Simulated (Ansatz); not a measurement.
**Rh wire along [100], 45 atoms a period: bands along the axis**

Aim: is the Rh wire along [100], 45 atoms a period a metal or a semiconductor?

Main program and level: Ansatz 0.2.0; DFT PBE, plane waves, PAW; relaxation of a wire's period; PAW set soft_1, in the first sound run; inputs show where later runs differ.

### 1. The starting structure

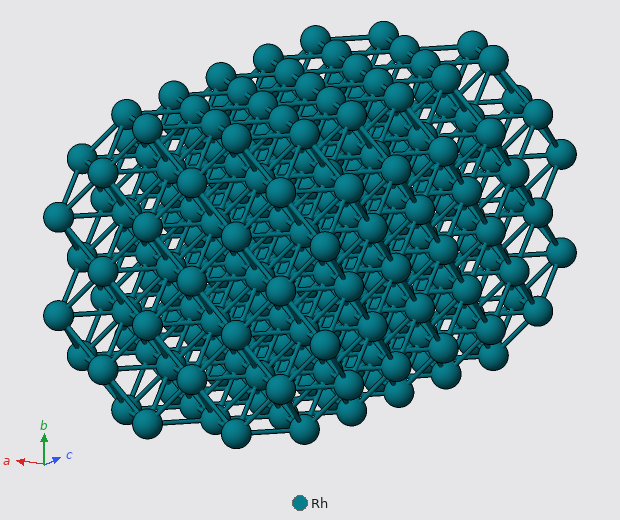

The cell as given, at a slant to the c axis (rhodium blue). 1×1×5 cells are drawn. Some periodic images of atoms are drawn too.

The cell holds 45 atoms: 45 Rh. Its edges and angles: a = 18.290 Å, b = 18.290 Å, c = 3.830 Å, α = 90.0°, β = 90.0°, γ = 90.0°. Vacuum lies along a and b. The structure's axis is c.

### 2. Relaxing the period

Band widths follow the bond lengths, so the wire is relaxed first. The atoms and the third cell vector are free; the box across stays fixed as vacuum. A Fermi-Dirac smearing is set since the result may be a metal. The pressure printed is a third of the stress's trace over the whole box, vacuum included; only the stress along the axis is relaxed.

input.yaml reads:

```yaml
crystal:
  lattice:
    - [18.29, 0.0, 0.0]
    - [0.0, 18.29, 0.0]
    - [0.0, 0.0, 3.83]
  atoms:
    - { symbol: Rh, position: [0.185893931, 0.395297977, 0.0] }
    - { symbol: Rh, position: [0.185893931, 0.604702023, 0.0] }
    - { symbol: Rh, position: [0.290595954, 0.290595954, 0.0] }
    - { symbol: Rh, position: [0.290595954, 0.5, 0.0] }
    - { symbol: Rh, position: [0.290595954, 0.709404046, 0.0] }
    - { symbol: Rh, position: [0.395297977, 0.185893931, 0.0] }
    - { symbol: Rh, position: [0.395297977, 0.395297977, 0.0] }
    - { symbol: Rh, position: [0.395297977, 0.604702023, 0.0] }
    - { symbol: Rh, position: [0.395297977, 0.814106069, 0.0] }
    - { symbol: Rh, position: [0.5, 0.290595954, 0.0] }
    - { symbol: Rh, position: [0.5, 0.5, 0.0] }
    - { symbol: Rh, position: [0.5, 0.709404046, 0.0] }
    - { symbol: Rh, position: [0.604702023, 0.185893931, 0.0] }
    - { symbol: Rh, position: [0.604702023, 0.395297977, 0.0] }
    - { symbol: Rh, position: [0.604702023, 0.604702023, 0.0] }
    - { symbol: Rh, position: [0.604702023, 0.814106069, 0.0] }
    - { symbol: Rh, position: [0.709404046, 0.290595954, 0.0] }
    - { symbol: Rh, position: [0.709404046, 0.5, 0.0] }
    - { symbol: Rh, position: [0.709404046, 0.709404046, 0.0] }
    - { symbol: Rh, position: [0.814106069, 0.395297977, 0.0] }
    - { symbol: Rh, position: [0.814106069, 0.604702023, 0.0] }
    - { symbol: Rh, position: [0.185893931, 0.290595954, 0.5] }
    - { symbol: Rh, position: [0.185893931, 0.5, 0.5] }
    - { symbol: Rh, position: [0.185893931, 0.709404046, 0.5] }
    - { symbol: Rh, position: [0.290595954, 0.185893931, 0.5] }
    - { symbol: Rh, position: [0.290595954, 0.395297977, 0.5] }
    - { symbol: Rh, position: [0.290595954, 0.604702023, 0.5] }
    - { symbol: Rh, position: [0.290595954, 0.814106069, 0.5] }
    - { symbol: Rh, position: [0.395297977, 0.290595954, 0.5] }
    - { symbol: Rh, position: [0.395297977, 0.5, 0.5] }
    - { symbol: Rh, position: [0.395297977, 0.709404046, 0.5] }
    - { symbol: Rh, position: [0.5, 0.185893931, 0.5] }
    - { symbol: Rh, position: [0.5, 0.395297977, 0.5] }
    - { symbol: Rh, position: [0.5, 0.604702023, 0.5] }
    - { symbol: Rh, position: [0.5, 0.814106069, 0.5] }
    - { symbol: Rh, position: [0.604702023, 0.290595954, 0.5] }
    - { symbol: Rh, position: [0.604702023, 0.5, 0.5] }
    - { symbol: Rh, position: [0.604702023, 0.709404046, 0.5] }
    - { symbol: Rh, position: [0.709404046, 0.185893931, 0.5] }
    - { symbol: Rh, position: [0.709404046, 0.395297977, 0.5] }
    - { symbol: Rh, position: [0.709404046, 0.604702023, 0.5] }
    - { symbol: Rh, position: [0.709404046, 0.814106069, 0.5] }
    - { symbol: Rh, position: [0.814106069, 0.290595954, 0.5] }
    - { symbol: Rh, position: [0.814106069, 0.5, 0.5] }
    - { symbol: Rh, position: [0.814106069, 0.709404046, 0.5] }
kpoints:
  mp_grid: { grid: [1, 1, 21] }
scf:
  occupations: { method: fermi_dirac, width: 0.05 }
hamiltonian:
  xc: pbe
  pseudopotentials: { kind: paw, azcp: { folder: soft_1 } }
relax:
  cell: { fix: [a, b, alpha, beta, gamma] }
  max_steps: 45
  f_tol: 0.03
```

Launch:

```
ansatz run input.yaml --threads 16 --pin off --max-ram 61440MiB --backend cuda --events-out ev --progress --plain --runs-dir out --max-vram 78GiB
```

Numbers of over 12 decimals in the logs are rounded to 6 here.

The log of the run:

```text
Engine: ansatz 0.2.0, aarch64-unknown-linux-gnu
Pseudopotentials: kind: paw
Pseudopotential: Rh, paw, valence charge 17, recommended cutoff 420 eV (normal), soft_1/Rh.paw.azcp
Functional definition: PBE
  parameter kappa = 0.804
  parameter beta = 0.066725
  exchange = pbe_x(kappa = kappa, mu = beta*pi^2/3)
  correlation = pbe_c(beta = beta)
[...]
Crystal: 45 atoms, lattice volume = 1281.227 Å³
Basis set: ecut = 420 eV, 25089 PW (Γ), exchange–correlation on 250×250×54 points (8 copies of the dense FFT grid, shifted against one another)
Bands: 459, of which v1, the nominal top of the filled ones, is band 383 counted from 1 (382 counted from 0)
Symmetry: 16 space group operations
Space group: P4/mmm (ITA 123), of the structure as read, at distance tolerance 1.1e-4 Å
k-points: 11 of 21
Non-local potential: Rh, projectors of the file, l = 0: 3, l = 1: 2, l = 2: 2, l = 3: 1
PAW form: soft (Blöchl's): semilocal exchange-correlation on the pseudo side does not see the compensation charge
PAW one-centre angular grid: Rh, 590 points (default); XC on 64 Gauss nodes
Initial density: superposition of atomic densities (neutral atoms: chi_scale 0, normalization atom)
Initial wavefunctions: pseudopotential atomic-orbital guess
[...]
Functional: x = pbe(κ = 0.804, μ = 0.219515), c = pbe(β = 0.066725)
SCF iter   1: F=—  HF=-288123.610452 eV  |F-HF|=—  |Δ(HF+E_count)|=         —  Δρ=6.72e-2  dr2=8.99e1  ethr=3.10e-3  ⟨swp⟩=6.4  Hψ=17237  notcnv=0  defer=225
preconditioner: auto → LDOS  [metal: Δε(μ)=0.008 eV  Ē_g=5.089 eV  σ=0.050 eV  W_gap=0.04  n_scr=370 (ndim 8)  ℏωp=20.9 eV  f_vac=0.415  D(μ)=78.27/eV (n_scr^D=752)  β→1.0]
SCF iter   2: F=—  HF=-288136.993062 eV  |F-HF|=—  |Δ(HF+E_count)|=    1.34e1  Δρ=8.83e-2  dr2=1.16e2  ethr=3.10e-3  ⟨swp⟩=3.1  Hψ=13196  notcnv=0  defer=346
[...]
SCF iter  12: F=-288103.261190 eV  HF=-288103.261190 eV  |F-HF|=3.10e-8  |Δ(HF+E_count)|=   2.28e-8  Δρ=1.30e-6  dr2=4.29e-8  ethr=1.31e-11  ⟨swp⟩=3.0  Hψ=12208  notcnv=0
SCF 1 converged in 12 iterations: F = -288103.261190 eV  dr2 = 4.29e-8
  greatest PAW one-centre occupation: 1.000 electrons in one spin orbital (limit 2), on the Rh atom at site 14 (counted from 0), in its partial waves of l = 0
relax step   1: F+E_penalty+E_count = -288103.26118960 eV  Δ(F+E_penalty+E_count) = +0.000e0 eV  max|allowed force component| = 1.013e0 eV/Å  Δτ_max = 0.0000 Å  P = -4.477 GPa  Ω = 1281.227 Å³  fix = [a, b, alpha, beta, gamma]  reactions: a -4.173, b -4.173 GPa  (12 SCF iters, dr2 threshold 1.00e-7 eV, accepted)
[...]
Crystal: 45 atoms, lattice volume = 1237.735 Å³
Basis set: ecut = 420 eV, 24161 PW (Γ), exchange–correlation on 250×250×54 points (8 copies of the dense FFT grid, shifted against one another)
[...]
SCF iter   1: F=—  HF=-288104.598586 eV  |F-HF|=—  |Δ(HF+E_count)|=         —  Δρ=2.61e-2  dr2=4.14e1  ethr=3.10e-3  ⟨swp⟩=6.0  Hψ=16637  notcnv=0  defer=266
preconditioner: auto → LDOS  [metal: Δε(μ)=0.010 eV  Ē_g=5.296 eV  σ=0.050 eV  W_gap=0.05  n_scr=370 (ndim 8)  ℏωp=21.2 eV  f_vac=0.438  D(μ)=72.79/eV (n_scr^D=718)  β→1.0]
SCF iter   2: F=—  HF=-288103.937768 eV  |F-HF|=—  |Δ(HF+E_count)|=   6.61e-1  Δρ=9.91e-3  dr2=1.24e0  ethr=3.10e-3  ⟨swp⟩=2.0  Hψ=7114  notcnv=0  defer=350
[...]
SCF iter   9: F=-288103.724619 eV  HF=-288103.724619 eV  |F-HF|=3.83e-7  |Δ(HF+E_count)|=   4.08e-7  Δρ=5.91e-6  dr2=6.41e-7  ethr=5.88e-10  ⟨swp⟩=4.0  Hψ=13741  notcnv=0
SCF 2 converged in 9 iterations: F = -288103.724619 eV  dr2 = 6.41e-7
  greatest PAW one-centre occupation: 1.000 electrons in one spin orbital (limit 2), on the Rh atom at site 40 (counted from 0), in its partial waves of l = 0
relax step   2: F+E_penalty+E_count = -288103.72461886 eV  Δ(F+E_penalty+E_count) = -4.634e-1 eV  max|allowed force component| = 9.916e-1 eV/Å  Δτ_max = 0.1948 Å  P = +4.524 GPa  Ω = 1237.735 Å³  energy of the carried Pulay correction = +1.369e-2 eV  fix = [a, b, alpha, beta, gamma]  reactions: a +4.124, b +4.124 GPa  (9 SCF iters, dr2 threshold 4.50e-6 eV, accepted)
[...]
Crystal: 45 atoms, lattice volume = 1261.313 Å³
[...]
iter 1 solved again at ethr=1.21e-3 eV; its pass at ethr=3.10e-3 eV (dr2=9.26e0 eV) is discarded
[...]
SCF 3 converged in 8 iterations: F = -288104.511450 eV  dr2 = 1.13e-6
[...]
SCF 4 converged in 6 iterations: F = -288104.532768 eV  dr2 = 1.48e-6
[...]
SCF 5 converged in 7 iterations: F = -288104.534588 eV  dr2 = 3.71e-8
[...]
SCF 6 converged in 6 iterations: F = -288104.526434 eV  dr2 = 2.82e-10
[...]
SCF converged after 6 iterations
[...]
--- Relaxed structure (5 steps of the walk, 5 accepted, 1 SCFs on fresh bases) ---
  F+E_penalty+E_count = -288104.52643414 eV   max|allowed force component| = 4.483e-3 eV/Å   (the final SCF, on the basis selected at the relaxed cell)
  cell:  # Å, volume = 1259.1444 Å³
    - [18.29, 0, 0]
    - [0, 18.29, 0]
    - [0, 0, 3.763987]
  atoms:
    - { symbol: Rh, position: [0.189397, 0.395929, 0] }
    - { symbol: Rh, position: [0.189397, 0.604071, 0] }
    - { symbol: Rh, position: [0.288845, 0.288845, 0] }
    - { symbol: Rh, position: [0.291373, 0.5, 0] }
    - { symbol: Rh, position: [0.288845, 0.711155, 0] }
    - { symbol: Rh, position: [0.395929, 0.189397, 0] }
    - { symbol: Rh, position: [0.395951, 0.395951, 0] }
    - { symbol: Rh, position: [0.395951, 0.604049, 0] }
    - { symbol: Rh, position: [0.395929, 0.810603, 0] }
    - { symbol: Rh, position: [0.5, 0.291373, 0] }
    - { symbol: Rh, position: [0.5, 0.5, 0] }
    - { symbol: Rh, position: [0.5, 0.708627, 0] }
    - { symbol: Rh, position: [0.604071, 0.189397, 0] }
    - { symbol: Rh, position: [0.604049, 0.395951, 0] }
    - { symbol: Rh, position: [0.604049, 0.604049, 0] }
    - { symbol: Rh, position: [0.604071, 0.810603, 0] }
    - { symbol: Rh, position: [0.711155, 0.288845, 0] }
    - { symbol: Rh, position: [0.708627, 0.5, 0] }
    - { symbol: Rh, position: [0.711155, 0.711155, 0] }
    - { symbol: Rh, position: [0.810603, 0.395929, 0] }
    - { symbol: Rh, position: [0.810603, 0.604071, 0] }
    - { symbol: Rh, position: [0.190718, 0.294687, 0.5] }
    - { symbol: Rh, position: [0.189904, 0.5, 0.5] }
    - { symbol: Rh, position: [0.190718, 0.705313, 0.5] }
    - { symbol: Rh, position: [0.294687, 0.190718, 0.5] }
    - { symbol: Rh, position: [0.291078, 0.395220, 0.5] }
    - { symbol: Rh, position: [0.291078, 0.604780, 0.5] }
    - { symbol: Rh, position: [0.294687, 0.809282, 0.5] }
    - { symbol: Rh, position: [0.395220, 0.291078, 0.5] }
    - { symbol: Rh, position: [0.394419, 0.5, 0.5] }
    - { symbol: Rh, position: [0.395220, 0.708922, 0.5] }
    - { symbol: Rh, position: [0.5, 0.189904, 0.5] }
    - { symbol: Rh, position: [0.5, 0.394419, 0.5] }
    - { symbol: Rh, position: [0.5, 0.605581, 0.5] }
    - { symbol: Rh, position: [0.5, 0.810096, 0.5] }
    - { symbol: Rh, position: [0.604780, 0.291078, 0.5] }
    - { symbol: Rh, position: [0.605581, 0.5, 0.5] }
    - { symbol: Rh, position: [0.604780, 0.708922, 0.5] }
    - { symbol: Rh, position: [0.705313, 0.190718, 0.5] }
    - { symbol: Rh, position: [0.708922, 0.395220, 0.5] }
    - { symbol: Rh, position: [0.708922, 0.604780, 0.5] }
    - { symbol: Rh, position: [0.705313, 0.809282, 0.5] }
    - { symbol: Rh, position: [0.809282, 0.294687, 0.5] }
    - { symbol: Rh, position: [0.810096, 0.5, 0.5] }
    - { symbol: Rh, position: [0.809282, 0.705313, 0.5] }
```

Run time: 11 s. Hardware: 1 × NVIDIA GB200 with 16 threads of Arm Neoverse V2, shared host; peak memory 1.6 GiB; 67 s of CPU time.

The steps of the relaxation:

| step | energy less that of the first step (eV) | largest force component (eV/Å) | pressure (GPa) | volume (Å³) |
| --- | --- | --- | --- | --- |
| 1 | 0.0000 | 1.0131 | -4.48 | 1281.23 |
| 2 | -0.4634 | 0.9916 | 4.52 | 1237.74 |
| 3 | -1.2503 | 0.1632 | -0.50 | 1261.31 |
| 4 | -1.2716 | 0.0492 | -0.08 | 1259.18 |
| 5 | -1.2734 | 0.0049 | -0.01 | 1259.14 |
| 6 | -1.2652 | 0.0045 | -0.01 | 1259.14 |

The log counts 1 steps on a newly chosen plane-wave basis, not all of them marked here; energy and pressure can jump at such steps.

Forces are held to the 16 operations that the run works with; a distortion that breaks them can't arise in this run.

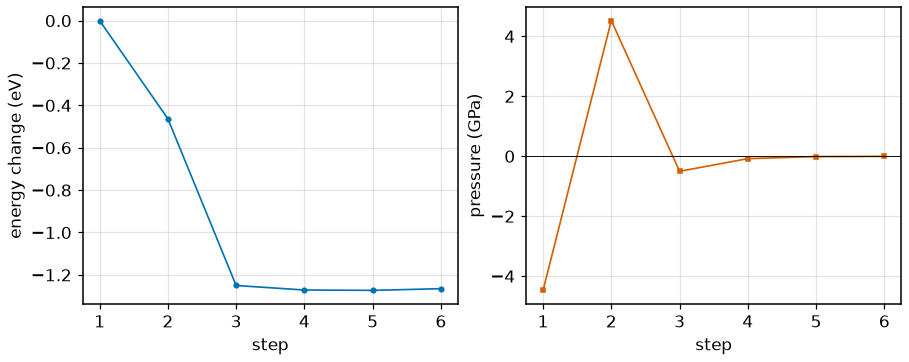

Energy and pressure along the relaxation.

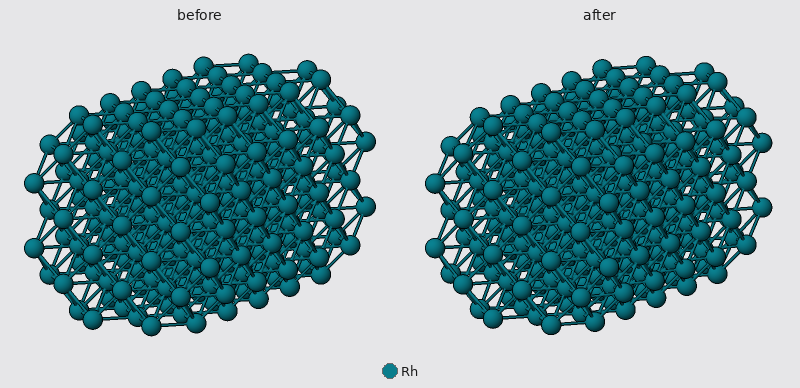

Before and after, at one scale.

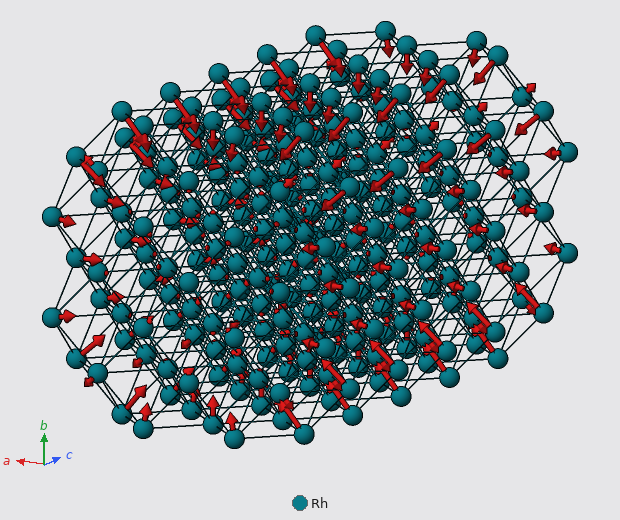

Displacements in the relaxation, exaggerated, measured against the changing cell; the longest in the cell stands for 0.12 Å. 1×1×5 cells are drawn. Some periodic images of atoms are drawn too.

| cell as run | before | after | change |
| --- | --- | --- | --- |
| c (Å) | 3.830 | 3.764 | -1.7 % |

The atoms that moved most (Å, along periodic axes as changes of fractional coordinates times the final cell, across vacuum about the mean position):

```
atom      dx      dy     dz  length
Rh24   0.088  -0.075  0.000   0.116
Rh39  -0.075   0.088  0.000   0.116
Rh42  -0.075  -0.088  0.000   0.116
Rh45  -0.088  -0.075  0.000   0.116
Rh22   0.088   0.075  0.000   0.116
Rh43  -0.088   0.075  0.000   0.116
Rh25   0.075   0.088  0.000   0.116
Rh28   0.075  -0.088  0.000   0.116
```

Numbers from this step:

* energy at zero smearing: -288104.2048 eV
* cell length along the wire: 3.764 Å

The cell's length comes to 3.764 Å with spin left out.

### 3. The perfect wire

This step: DFT PBE, plane waves, PAW; bands of a perfect wire; PAW set soft_1 (Ansatz 0.2.0).

At the relaxed period the bands are computed along the axis; those that cross an energy going forward count the channels that a perfect wire would open there.

input.yaml reads:

```yaml
crystal:
  lattice:
    - [18.29, 0.0, 0.0]
    - [0.0, 18.29, 0.0]
    - [0.0, 0.0, 3.7639871496]
  atoms:
    - { symbol: Rh, position: [0.189396797, 0.395929188, 0.0] }
    - { symbol: Rh, position: [0.189396797, 0.604070812, 0.0] }
    - { symbol: Rh, position: [0.288844966, 0.288844966, 0.0] }
    - { symbol: Rh, position: [0.291372597, 0.5, 0.0] }
    - { symbol: Rh, position: [0.288844966, 0.711155034, 0.0] }
    - { symbol: Rh, position: [0.395929188, 0.189396797, 0.0] }
    - { symbol: Rh, position: [0.395950741, 0.395950741, 0.0] }
    - { symbol: Rh, position: [0.395950741, 0.604049259, 0.0] }
    - { symbol: Rh, position: [0.395929188, 0.810603203, 0.0] }
    - { symbol: Rh, position: [0.5, 0.291372597, 0.0] }
    - { symbol: Rh, position: [0.5, 0.5, 0.0] }
    - { symbol: Rh, position: [0.5, 0.708627403, 0.0] }
    - { symbol: Rh, position: [0.604070812, 0.189396797, 0.0] }
    - { symbol: Rh, position: [0.604049259, 0.395950741, 0.0] }
    - { symbol: Rh, position: [0.604049259, 0.604049259, 0.0] }
    - { symbol: Rh, position: [0.604070812, 0.810603203, 0.0] }
    - { symbol: Rh, position: [0.711155034, 0.288844966, 0.0] }
    - { symbol: Rh, position: [0.708627403, 0.5, 0.0] }
    - { symbol: Rh, position: [0.711155034, 0.711155034, 0.0] }
    - { symbol: Rh, position: [0.810603203, 0.395929188, 0.0] }
    - { symbol: Rh, position: [0.810603203, 0.604070812, 0.0] }
    - { symbol: Rh, position: [0.190718132, 0.294687309, 0.5] }
    - { symbol: Rh, position: [0.189903688, 0.5, 0.5] }
    - { symbol: Rh, position: [0.190718132, 0.705312691, 0.5] }
    - { symbol: Rh, position: [0.294687309, 0.190718132, 0.5] }
    - { symbol: Rh, position: [0.291077602, 0.395219987, 0.5] }
    - { symbol: Rh, position: [0.291077602, 0.604780013, 0.5] }
    - { symbol: Rh, position: [0.294687309, 0.809281868, 0.5] }
    - { symbol: Rh, position: [0.395219987, 0.291077602, 0.5] }
    - { symbol: Rh, position: [0.394418692, 0.5, 0.5] }
    - { symbol: Rh, position: [0.395219987, 0.708922398, 0.5] }
    - { symbol: Rh, position: [0.5, 0.189903688, 0.5] }
    - { symbol: Rh, position: [0.5, 0.394418692, 0.5] }
    - { symbol: Rh, position: [0.5, 0.605581308, 0.5] }
    - { symbol: Rh, position: [0.5, 0.810096312, 0.5] }
    - { symbol: Rh, position: [0.604780013, 0.291077602, 0.5] }
    - { symbol: Rh, position: [0.605581308, 0.5, 0.5] }
    - { symbol: Rh, position: [0.604780013, 0.708922398, 0.5] }
    - { symbol: Rh, position: [0.705312691, 0.190718132, 0.5] }
    - { symbol: Rh, position: [0.708922398, 0.395219987, 0.5] }
    - { symbol: Rh, position: [0.708922398, 0.604780013, 0.5] }
    - { symbol: Rh, position: [0.705312691, 0.809281868, 0.5] }
    - { symbol: Rh, position: [0.809281868, 0.294687309, 0.5] }
    - { symbol: Rh, position: [0.810096312, 0.5, 0.5] }
    - { symbol: Rh, position: [0.809281868, 0.705312691, 0.5] }
kpoints:
  mp_grid: { grid: [1, 1, 22] }
  band_path: { path: ["Γ", Z], npoints: 90 }
scf:
  occupations: { method: fermi_dirac, width: 0.05 }
hamiltonian:
  xc: pbe
  pseudopotentials: { kind: paw, azcp: { folder: soft_1 } }
output:
  dos: { e_range: [-5, 4] }
  write_potential: true
  write_density: true
  volumetric_format: npy
```

The log of the run:

```text
[...]
Crystal: 45 atoms, lattice volume = 1259.144 Å³
Basis set: ecut = 420 eV, 24601 PW (Γ)
Bands: 459, of which v1, the nominal top of the filled ones, is band 383 counted from 1 (382 counted from 0)
Symmetry: 16 space group operations
[...]
k-points: 12 of 22
[...]
SCF iter   1: F=—  HF=-288124.920727 eV  |F-HF|=—  |Δ(HF+E_count)|=         —  Δρ=6.82e-2  dr2=9.36e1  ethr=3.10e-3  ⟨swp⟩=7.0  Hψ=19667  notcnv=0  defer=254
[...]
SCF iter   6: F=—  HF=-288104.537225 eV  |F-HF|=—  |Δ(HF+E_count)|=   3.52e-3  Δρ=4.21e-4  dr2=4.19e-3  ethr=4.55e-6  ⟨swp⟩=2.8  Hψ=9857  notcnv=0  defer=391
[...]
SCF iter  10: F=—  HF=-288104.529320 eV  |F-HF|=—  |Δ(HF+E_count)|=   1.66e-6  Δρ=7.07e-6  dr2=1.51e-6  ethr=2.23e-9  ⟨swp⟩=2.0  Hψ=7583  notcnv=0  defer=391
[...]
SCF iter  12: F=-288104.529320 eV  HF=-288104.529320 eV  |F-HF|=2.03e-8  |Δ(HF+E_count)|=   2.65e-8  Δρ=1.23e-6  dr2=3.03e-8  ethr=1.31e-11  ⟨swp⟩=11.2  Hψ=15636  notcnv=0
SCF 1 converged in 12 iterations: F = -288104.529320 eV  dr2 = 3.03e-8
[...]
NSCF: frozen V_eff on 91 k-points
[...]
SCF converged after 12 iterations
[...]
```

Wall time 14 s (1 × NVIDIA GB200 with 16 threads); peak memory 3.6 GiB; 2.7 min of CPU time.

Reading the cycles: dr2 is the Hartree energy of the density residual (eV), the measure of convergence; HF is the Harris–Foulkes estimate of the energy, which meets the free energy F at convergence.

Numbers from this step:

* energy at zero smearing: -288104.2087 eV
* band gap on the path through both edges: 0 eV

Electronic bands along the path, in eV, zero at the Fermi level; # counts the bands kept:

| point | #39 | #40 | #41 | #42 | #43 | #44 | #45 | #46 |
| --- | --- | --- | --- | --- | --- | --- | --- | --- |
| Γ | -0.11 | -0.11 | 0.01 | 0.01 | 0.06 | 0.18 | 0.18 | 0.19 |
| Z | -0.05 | -0.04 | -0.03 | 0.01 | 0.02 | 0.02 | 0.03 | 0.04 |

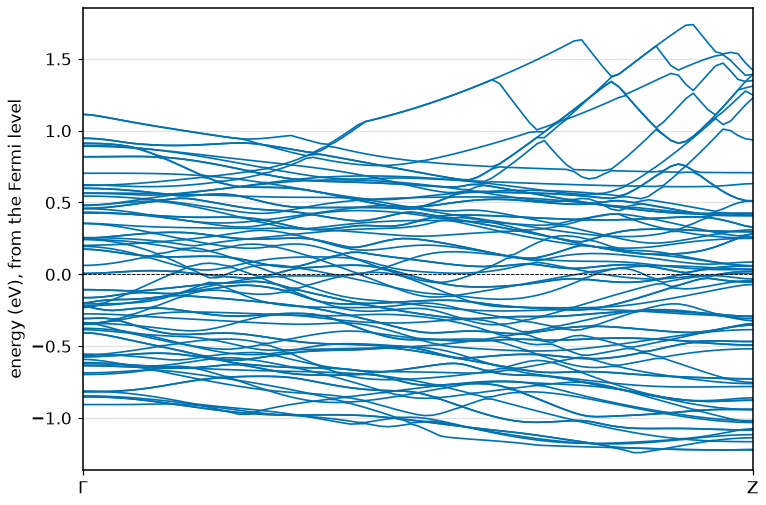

Electronic bands along the path.

Between Γ and Z the bands cross the Fermi level 29 times, so a perfect wire would conduct at least 29 G₀, with spin left out.

### 4. Summary of results

```json
{
 "cell length, PBE": "3.764 Å",
 "ballistic conductance by band crossings, a lower bound, PBE": "29 G₀"
}
```

Under PBE the cell's length is 3.76 Å, and the bands cross the Fermi level 29 times between Γ and Z, which gives a perfect wire at least 29 G₀ (opposite crossings within one step of the path cancel in such a count). No spin was allowed, though thin wires with open d shells can turn magnetic.

[Logs are printed without paths, hosts, clocks, repeated set-up lines and the standing remarks that a program may print on its own settings, such as how far it seeks lower states.]

[Hosts, paths, dates, database ids (printed as entryN), source tags and the programs' standing remarks are cut or masked in the printed files.]
